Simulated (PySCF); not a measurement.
# VN5H10: magnetic properties

Wanted: magnetic properties for VN5H10 (`[NH2][V]([NH2])([NH2])([NH2])[NH2]`).

Computed with PySCF 2.14.0 and routines of our own; the level stands in each step. Atoms count from 0.

## 1. The system as given

16 atoms, charge 0, multiplicity 1; geometry from: GFN2-xTB.

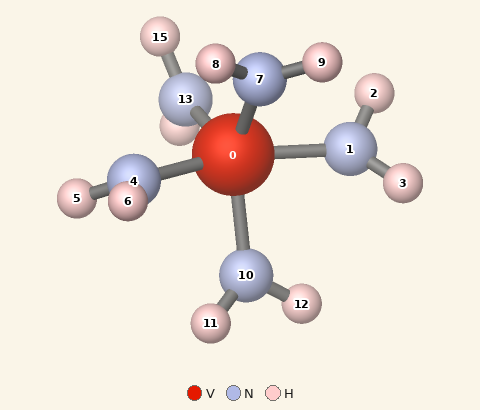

The starting geometry (vanadium red, nitrogen light blue, hydrogen pink); sticks join atoms by distance alone.

## 2. Magnetic properties: GIAO BP86/def2-SVP V:def2-TZVP

The job: settings as JSON, then the geometry in Å.

```
{"job": {"kind": "mag", "xc": "BP86", "basis": {"default": "def2-SVP", "V": "def2-TZVP"}}, "charge": 0, "multiplicity": 1}
V     -0.052850    -0.101740     0.004130
N      0.069230     0.282900     1.760550
H      0.255400    -0.467490     2.422230
H      0.279140     1.167030     2.218850
N      0.123540     0.097530    -1.777780
H     -0.616420    -0.231040    -2.394620
H      0.699840     0.755100    -2.299450
N      1.773140    -0.225680     0.016330
H      2.331600    -0.321180    -0.827520
H      2.381690     0.058240     0.778550
N     -1.200020     1.322260    -0.064830
H     -1.343980     1.929280    -0.867000
H     -1.563930     1.785320     0.763570
N     -0.868880    -1.671520     0.074570
H     -1.849870    -1.814880     0.293560
H     -0.417650    -2.564130    -0.101150
```

With the program's defaults for keys left out, this is: GIAO BP86/def2-SVP V:def2-TZVP magnetisability, rotational g tensor and spin-rotation constants, non-relativistic, gas phase.

Launch:

```
$ OMP_NUM_THREADS=1 python excited_run.py task.json out
```

This one command runs all jobs of the session in turn.

Standard output:

```text
coarse grid: 57880 points
cycle   1  E = -1223.2334526341  dE =  7.496e-01  |g| = 1.670e+00  |ddm| = 4.144e+00
cycle   2  E = -1220.2167032994  dE =  3.017e+00  |g| = 3.745e+00  |ddm| = 6.568e+00
cycle   3  E = -1223.6797798310  dE = -3.463e+00  |g| = 9.267e-01  |ddm| = 5.771e+00
cycle   4  E = -1223.6929446624  dE = -1.316e-02  |g| = 7.902e-01  |ddm| = 7.642e-01
cycle   5  E = -1223.7971668498  dE = -1.042e-01  |g| = 2.676e-01  |ddm| = 5.461e-01
cycle   6  E = -1223.8059528620  dE = -8.786e-03  |g| = 1.391e-01  |ddm| = 1.408e-01
cycle   7  E = -1223.8094927378  dE = -3.540e-03  |g| = 2.547e-02  |ddm| = 8.427e-02
cycle   8  E = -1223.8096157417  dE = -1.230e-04  |g| = 6.026e-03  |ddm| = 1.826e-02
cycle   9  E = -1223.8096226175  dE = -6.876e-06  |g| = 2.756e-03  |ddm| = 6.261e-03
final grid: 121976 points
cycle  10  E = -1223.8096002670  dE =  2.846e-05  |g| = 1.259e-02  |ddm| = 1.053e-02
cycle  11  E = -1223.8084016102  dE =  1.199e-03  |g| = 8.469e-02  |ddm| = 4.808e-02
cycle  12  E = -1223.8096097556  dE = -1.208e-03  |g| = 9.653e-03  |ddm| = 4.084e-02
cycle  13  E = -1223.8096306388  dE = -2.088e-05  |g| = 7.424e-04  |ddm| = 7.292e-03
cycle  14  E = -1223.8096307256  dE = -8.680e-08  |g| = 3.814e-04  |ddm| = 7.053e-04
cycle  15  E = -1223.8096307441  dE = -1.852e-08  |g| = 1.431e-04  |ddm| = 2.984e-04
cycle  16  E = -1223.8096307476  dE = -3.421e-09  |g| = 4.410e-05  |ddm| = 7.491e-05
cycle  17  E = -1223.8096307479  dE = -3.338e-10  |g| = 5.180e-06  |ddm| = 2.559e-05
converged SCF energy = -1223.8096307479

Magnetisability tensor (1e-30 J/T^2)
     -512.15      -22.57      -46.43
      -22.57     -534.01       29.66
      -46.43       29.66     -444.61
isotropic -496.92   principal values    -548.16   -532.53   -410.08
isotropic susceptibility -29.925 1e-6 cm^3/mol

Inertial axes            a          b          c
rot. const./GHz      2.8081     2.6133     2.3853
chi total           -26.300    -30.470    -33.006
chi diamagnetic    -542.260   -574.918   -621.338
chi paramagnetic    515.959    544.449    588.332
quadrupole/D A        2.723     -4.515      1.792
g nuclear            0.6124     0.6153     0.6094
g electronic        -0.6807    -0.6684    -0.6593
g total             -0.0683    -0.0532    -0.0498

Spin-rotation constants (kHz, H = +C I.J)
atom  isotope        aa         bb         cc
  0    51V       16.337     13.589     10.568
  1    14N        0.237      0.210      0.439
  2     1H        0.016     -0.190     -0.096
  3     1H       -0.142     -0.360      0.122
  4    14N        0.237      0.199      0.448
  5     1H        0.019     -0.203     -0.086
  6     1H       -0.145     -0.370      0.133
  7    14N        0.540      0.181      0.147
  8     1H        0.158     -0.104     -0.319
  9     1H        0.041     -0.168     -0.162
 10    14N        0.541      0.183      0.146
 11     1H        0.041     -0.162     -0.167
 12     1H        0.160     -0.102     -0.321
 13    14N        0.155      0.548      0.155
 14     1H       -0.389      0.088     -0.046
 15     1H       -0.388      0.107     -0.061
```

Wall time 40 s (1 thread of Arm Neoverse V2, shared host); peak memory 1 GiB.

In short:

```tsv
quantity	value
magnetisability	-497·10⁻³⁰ J/T²
molar susceptibility	-29.9·10⁻⁶ cm³/mol
rotational g (a, b, c)	-0.0683, -0.0532, -0.0498
```

The fields below are evaluated on a grid from the run's orbitals.

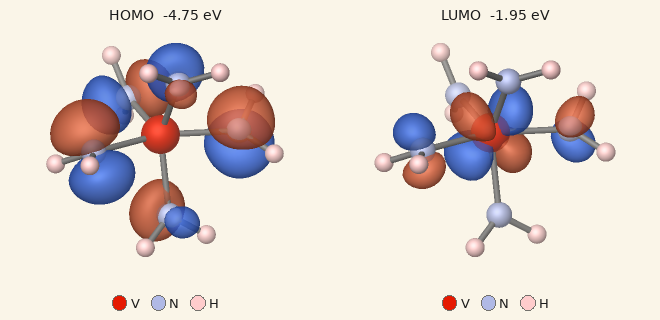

BP86/def2-TZVP+def2-SVP orbitals near the gap, drawn at the value that encloses 70 % of each; the two colours are the two signs.

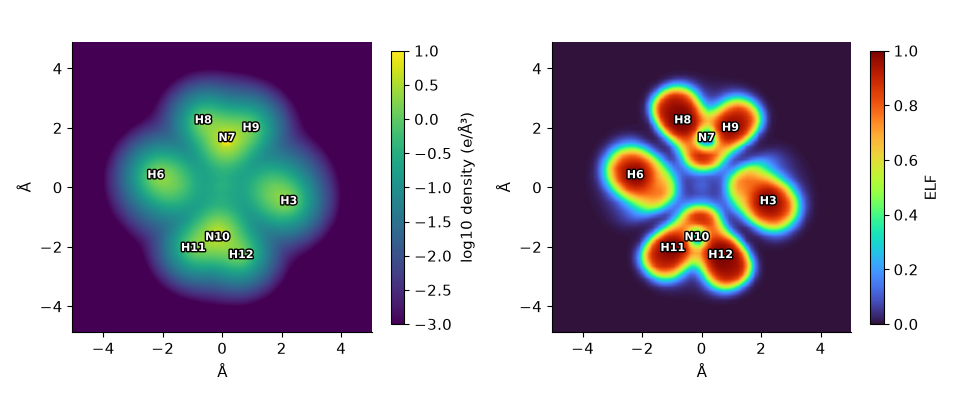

Density (left) and ELF (right) in a plane through or near 8 of the atoms.

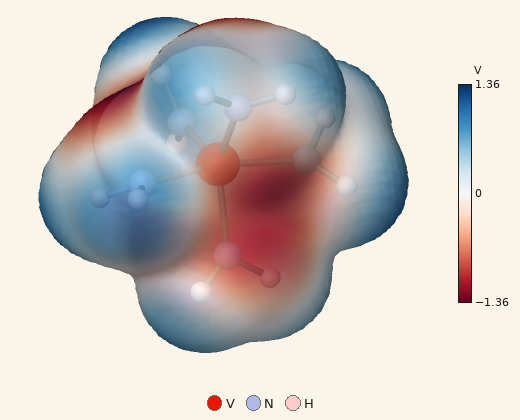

The potential that a unit positive charge feels on the 0.002 e/bohr³ surface, from the 1st to the 99th percentile, from -1.36 V near N10 to 1.13 V near H14.

## 3. Magnetic properties: GIAO wB97X/def2-SVP V:def2-TZVP

The job, as its differences from that of step 2:

```diff
@@ -1,2 +1,2 @@
-{"job": {"kind": "mag", "xc": "BP86", "basis": {"default": "def2-SVP", "V": "def2-TZVP"}}, "charge": 0, "multiplicity": 1}
+{"job": {"kind": "mag", "xc": "wB97X", "basis": {"default": "def2-SVP", "V": "def2-TZVP"}}, "charge": 0, "multiplicity": 1}
 V     -0.052850    -0.101740     0.004130
```

Method: GIAO wB97X/def2-SVP V:def2-TZVP magnetisability, rotational g tensor and spin-rotation constants, non-relativistic, gas phase.

Standard output:

```text
coarse grid: 57880 points
cycle   1  E = -1223.3419304720  dE =  3.032e-01  |g| = 8.866e-01  |ddm| = 3.998e+00
cycle   2  E = -1223.4111071376  dE = -6.918e-02  |g| = 7.569e-01  |ddm| = 1.403e+00
cycle   3  E = -1223.5223825522  dE = -1.113e-01  |g| = 1.829e-01  |ddm| = 6.254e-01
cycle   4  E = -1223.5256724276  dE = -3.290e-03  |g| = 1.306e-01  |ddm| = 1.537e-01
cycle   5  E = -1223.5284015770  dE = -2.729e-03  |g| = 1.741e-02  |ddm| = 6.736e-02
cycle   6  E = -1223.5284824490  dE = -8.087e-05  |g| = 9.301e-03  |ddm| = 2.358e-02
cycle   7  E = -1223.5285075557  dE = -2.511e-05  |g| = 2.420e-03  |ddm| = 8.624e-03
cycle   8  E = -1223.5285130519  dE = -5.496e-06  |g| = 8.355e-04  |ddm| = 5.776e-03
final grid: 121976 points
cycle   9  E = -1223.5282398781  dE = -1.208e-06  |g| = 1.485e-03  |ddm| = 3.837e-03
cycle  10  E = -1223.5282387187  dE =  1.159e-06  |g| = 3.384e-03  |ddm| = 2.585e-03
cycle  11  E = -1223.5282405265  dE = -1.808e-06  |g| = 4.376e-04  |ddm| = 1.656e-03
cycle  12  E = -1223.5282406066  dE = -8.006e-08  |g| = 1.963e-04  |ddm| = 4.617e-04
cycle  13  E = -1223.5282406725  dE = -6.588e-08  |g| = 5.557e-05  |ddm| = 7.926e-04
cycle  14  E = -1223.5282406760  dE = -3.507e-09  |g| = 2.809e-05  |ddm| = 1.752e-04
cycle  15  E = -1223.5282406764  dE = -4.188e-10  |g| = 1.334e-05  |ddm| = 5.241e-05
converged SCF energy = -1223.5282406764

Magnetisability tensor (1e-30 J/T^2)
     -513.60      -18.09      -46.78
      -18.09     -528.90       29.34
      -46.78       29.34     -450.80
isotropic -497.77   principal values    -541.04   -536.84   -415.42
isotropic susceptibility -29.976 1e-6 cm^3/mol

Inertial axes            a          b          c
rot. const./GHz      2.8081     2.6133     2.3853
chi total           -26.671    -30.696    -32.561
chi diamagnetic    -542.327   -575.362   -621.902
chi paramagnetic    515.655    544.667    589.341
quadrupole/D A        2.228     -4.370      2.142
g nuclear            0.6124     0.6153     0.6094
g electronic        -0.6803    -0.6687    -0.6604
g total             -0.0678    -0.0534    -0.0510

Spin-rotation constants (kHz, H = +C I.J)
atom  isotope        aa         bb         cc
  0    51V       16.930     14.012     10.715
  1    14N        0.213      0.202      0.450
  2     1H        0.024     -0.198     -0.097
  3     1H       -0.151     -0.360      0.122
  4    14N        0.214      0.191      0.459
  5     1H        0.027     -0.211     -0.086
  6     1H       -0.154     -0.370      0.134
  7    14N        0.579      0.169      0.131
  8     1H        0.170     -0.107     -0.318
  9     1H        0.053     -0.168     -0.165
 10    14N        0.581      0.170      0.129
 11     1H        0.054     -0.161     -0.170
 12     1H        0.172     -0.105     -0.321
 13    14N        0.149      0.588      0.136
 14     1H       -0.395      0.103     -0.043
 15     1H       -0.394      0.121     -0.058
```

Wall time 33 s (1 thread of Arm Neoverse V2, shared host); peak memory 1.7 GiB.

Key values:

```tsv
quantity	value
magnetisability	-498·10⁻³⁰ J/T²
molar susceptibility	-30.0·10⁻⁶ cm³/mol
rotational g (a, b, c)	-0.0678, -0.0534, -0.0510
```

## 4. The levels compared

```tsv
level	ξ (10⁻³⁰ J/T²)	g(a)	g(b)	gap (eV)	functions	time
GIAO BP86/def2-SVP V:def2-TZVP	-497	-0.0683	-0.0532	2.80	165	40 s
GIAO wB97X/def2-SVP V:def2-TZVP	-498	-0.0678	-0.0534	9.37	165	33 s
```

## 5. Results

```
                                                       quantity                      value
       magnetisability (step 2, GIAO BP86/def2-SVP V:def2-TZVP)            -497·10⁻³⁰ J/T²
  molar susceptibility (step 2, GIAO BP86/def2-SVP V:def2-TZVP)         -29.9·10⁻⁶ cm³/mol
rotational g (a, b, c) (step 2, GIAO BP86/def2-SVP V:def2-TZVP)  -0.0683, -0.0532, -0.0498
                          surface potential, 1st and 99th percentile         -1.36 V and 1.13 V
                                magnetisability over the levels    -498 to -497·10⁻³⁰ J/T²
```

By nearest atom (BP86/def2-TZVP+def2-SVP), the HOMO sits on N1, N4 about 23 % each; N13 14 % and the LUMO on V0 63 %; N1, N4 about 10 % each. The geometry comes from tight binding, which is rough for metal atoms, and these values hang on it. The magnetisability spreads by 0.2 % over 2 levels of like cost. Two levels can agree by chance, so this spread shows no convergence. Vibrational averaging and real surroundings are missing from these values.
